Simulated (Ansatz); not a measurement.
AlClH₂OSSi (SMILES O[SiH]1[S][Al]1[Cl])

```yaml
atoms:
  - { symbol: O, position_ang: [-0.1527, -0.2365, 2.0129] }
  - { symbol: Si, position_ang: [0.5953, -0.1962, 0.5529] }
  - { symbol: S, position_ang: [-0.2617, -1.4783, -1.0041] }
  - { symbol: Al, position_ang: [-0.1891, 0.6503, -1.4522] }
  - { symbol: Cl, position_ang: [-0.8329, 1.8015, -3.0607] }
  - { symbol: H, position_ang: [-1.1007, -0.0921, 2.0298] }
  - { symbol: H, position_ang: [2.0031, -0.5169, 0.8758] }
```

Geometry: PBE0-D4/def2-TZVP.

The calculation used Ansatz, RKS PBE0-D4/def2-TZVPP.

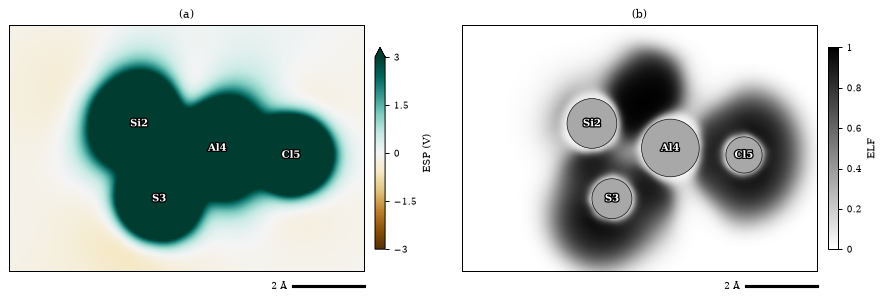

Figure 1. (a) electrostatic potential; (b) ELF on the plane of atoms S3, Al4 and Cl5. Grey discs cover the atomic cores in the ELF map.

**Interpret the plot.**

- Atoms in the plane: Si, S, Al and Cl.
- Al–Cl (2.08 Å): the ELF peaks at about 0.85 in the valence shell of Cl, 0.9 Å from its nucleus, and is about 0.80 at the midpoint.
- Al–S (2.18 Å): the ELF peaks at about 0.85 in the valence shell of S, 1.0 Å from its nucleus, and is about 0.80 at the midpoint.
- Si–S (2.19 Å): the ELF peaks at about 0.85 between the atoms: localised, covalent bonding.
- Al–Si (2.31 Å): the ELF peaks at about 0.80 between the atoms: a shared electron pair.
- The ELF also peaks beside S3 and Cl5, away from the bonds: lone-pair regions.
- Outside the dense part of the molecule the potential is most negative (−0.6 V) near S3.

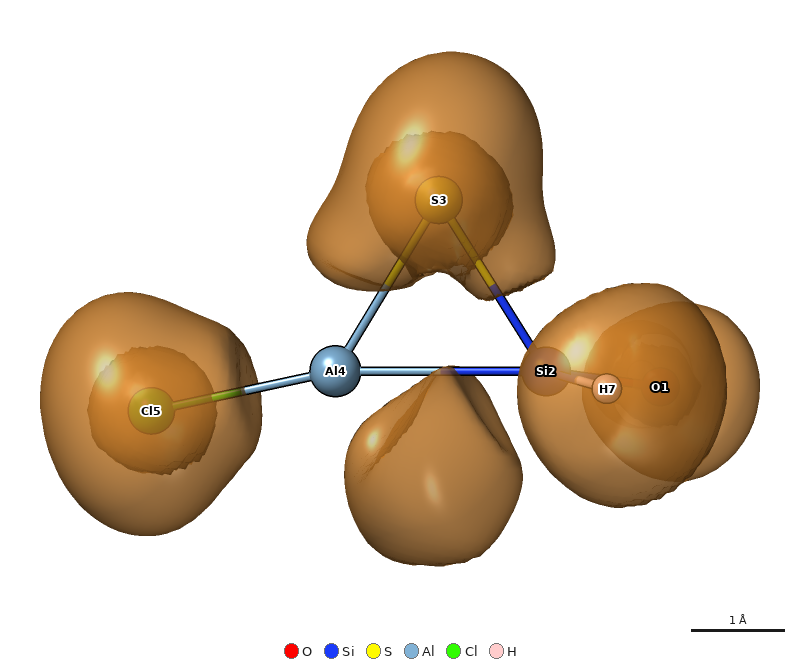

Figure 2. Isosurface of the ELF at 0.75 (orange), seen from one side. Core shells and regions of very low density are left out.

**What do the ELF domains correspond to?**

The surface consists of one region around a hydrogen nucleus, one region on Cl in which the atom's valence shell and bonds are merged, one region on S in which the atom's valence shell and bonds are merged, one lobe on Al, pointing away from the bonds (lone pairs) and one joined region spread over several atoms (H, O), in which their bonds and any lone pairs are merged. Along the contacts the grid gives the following. Si–O (1.64 Å): the ELF peaks at about 0.85 between the atoms, as expected for a polar covalent bond.

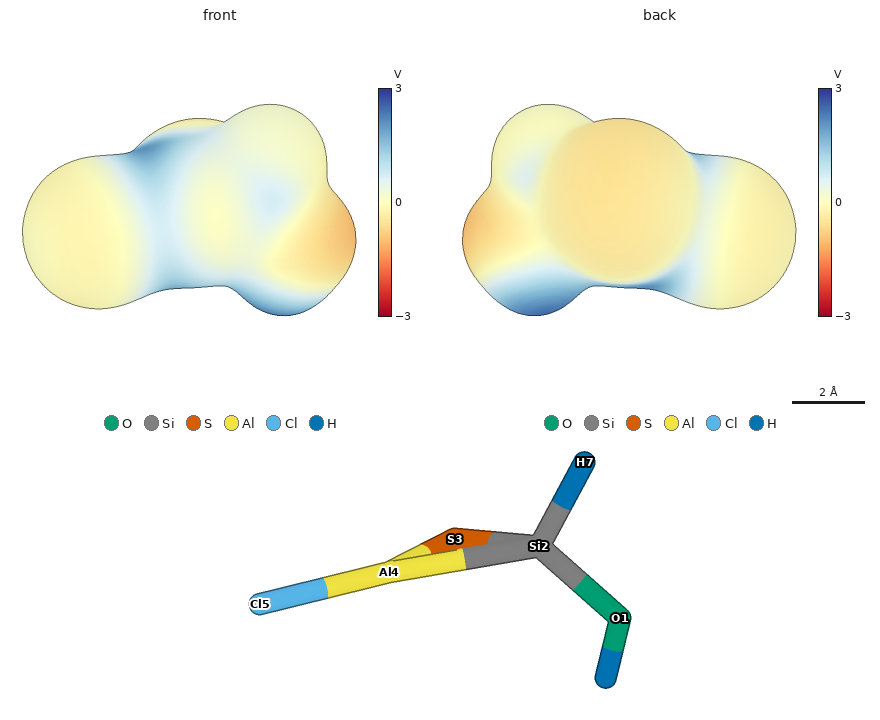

Figure 3. The molecular electrostatic potential painted on the density surface at 0.001 e/bohr³, seen from the front and from behind; red is negative and blue positive. The bare structure is drawn below in the same view.

**Describe the electrostatic potential map.**

The most negative region (about −0.9 V, or −21 kcal/mol for a unit charge) lies over O1, the most positive (about +2.3 V, or +53 kcal/mol for a unit charge) over H6.

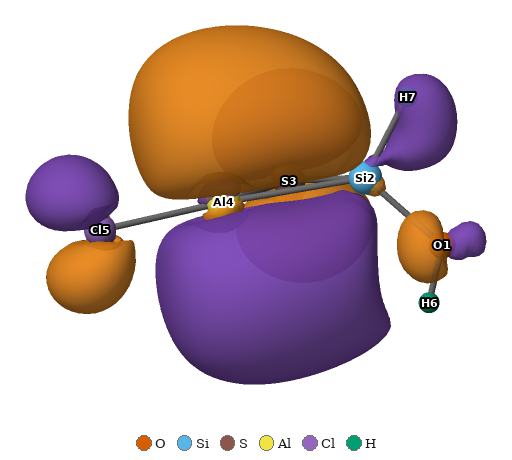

Figure 4. The LUMO at ±0.06 Å⁻³ᐟ² (orange and purple are the two phases), seen across its widest extent.

**Describe this orbital and give its energy.**

By Hirshfeld shares it lies mainly on Al4 (about 50 %), Si2 (about 20 %), S3 (about 15 %) and Cl5 (about 5 %). Its energy is −1.79 eV.
